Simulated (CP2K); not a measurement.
## How far to go with the k-point mesh: ZnNi (P4mm, 2 atoms in the cell)

```
ZnNi
1.0
    2.88046     0.00000     0.00000
    0.00000     2.88046     0.00000
    0.00000     0.00000     2.88046
Zn Ni
1 1
Direct
  0.50000   0.50000   0.51736
  0.00000   0.00000   0.00000
```

Method of the run: PBEsol, GPW, DZVP-MOLOPT-SR-GTH basis, GTH-PBE potentials (GTH_POTENTIALS) (CP2K).

Base settings: CUTOFF = 600 Ry; REL_CUTOFF = 60 Ry; SMEAR/METHOD = GAUSSIAN; SIGMA = 0.1 eV; KPOINTS/SCHEME = MONKHORST-PACK 5 5 5; XC_FUNCTIONAL = PBE:PBESOL; Zn/BASIS_SET = DZVP-MOLOPT-SR-GTH; Zn/POTENTIAL = GTH-PBE-q12; Ni/BASIS_SET = DZVP-MOLOPT-SR-GTH; Ni/POTENTIAL = GTH-PBE-q18.

Moved along: GAMMA_CENTERED.

The second cell is the first with its lattice scaled by 0.98.

Only quantities that move along the ladder and can be compared are tabulated.

The starting cell comes from a database of computed structures (which also holds hypothetical and non-ambient phases and stackings), without a prior relaxation at this level. Its lattice was rescaled by up to half a per cent. One atom was moved a little off its site on purpose. Spin polarisation is off. Values carry the incompleteness of an atom-centred basis. The potentials were made for another functional than the one used. In the base run, with a pressure of about -4 GPa the cell is away from its equilibrium volume at this level. Without a gap this mesh is coarse (it stands for a supercell whose shortest vector is 14 Å).

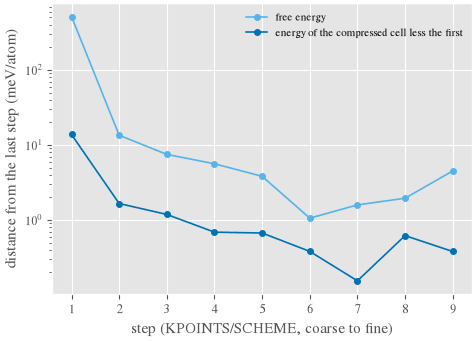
Figure. Distance from the last step along the ladder; very small values are drawn at a floor.

| KPOINTS/SCHEME | free energy less the last step's (meV/atom) | energy of the compressed cell less the first (meV/atom) | pressure (GPa) | largest difference of a force vector from the last step's (eV/Å) |
|---|---|---|---|---|
| MONKHORST-PACK 2 2 2 | 515.44 | 15.14 | -1.60 | 0.024 |
| MONKHORST-PACK 3 3 3 | -13.47 | 3.00 | -4.29 | 0.043 |
| MONKHORST-PACK 4 4 4 | 7.48 | 2.53 | -4.35 | 0.005 |
| MONKHORST-PACK 5 5 5 | 5.61 | 2.04 | -4.44 | 0.006 |
| MONKHORST-PACK 6 6 6 | 3.82 | 2.02 | -4.46 | 0.004 |
| MONKHORST-PACK 7 7 7 | 1.06 | 1.73 | -4.54 | 0.002 |
| MONKHORST-PACK 8 8 8 | -1.59 | 1.19 | -4.63 | 0.002 |
| MONKHORST-PACK 9 9 9 | 1.95 | 1.97 | -4.47 | 0.001 |
| MONKHORST-PACK 10 10 10 | -4.50 | 0.97 | -4.70 | 0.001 |
| MONKHORST-PACK 11 11 11 | 0.00 | 1.35 | -4.61 | 0.000 |

Coarsest KPOINTS/SCHEME that holds the forces within 0.02 eV/Å of the last step, with all finer ones: MONKHORST-PACK 4 4 4; the step before is off by 0.043 eV/Å.

Coarsest KPOINTS/SCHEME that holds the energy of the compressed cell less the first within 2 meV/atom of the last step, with all finer ones: MONKHORST-PACK 3 3 3; the step before is off by 14 meV/atom.

Coarsest KPOINTS/SCHEME that holds the free energy within 5 meV/atom: not settled: the last two steps still differ by 4.5 meV/atom, over half the tolerance, so the ladder does not show it.
